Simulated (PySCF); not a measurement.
Vertical excitations of a molecule C2H5BF2O from PySCF with TDA-PBE/def2-SVPD, as energy in eV (oscillator strength): 7.51 (0.012), 7.72 (0.002), 8.29 (0.054), 8.35 (0.008), 8.51 (0.001), 8.63 (0.044), 8.92 (0.030), 8.97 (0.003), 9.01 (0.030), 9.11 (0.062). Lowest triplet (TDA): 7.37 eV. Geometry: TPSSh-D3(BJ)/def2-SVP. The values are those of a single conformer.

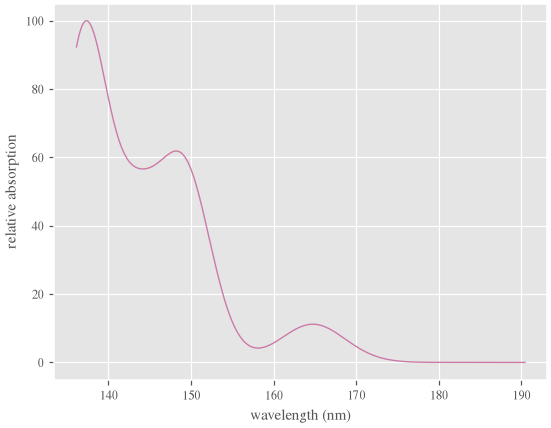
*The lines broadened by 0.4 eV.*

**Question.** Identify the compound among the candidates.
(A) COB(F)CF
(B) CB(O)C(F)F
(C) OCCB(F)F
(D) CCOB(F)F

**Answer.** D, CCOB(F)F
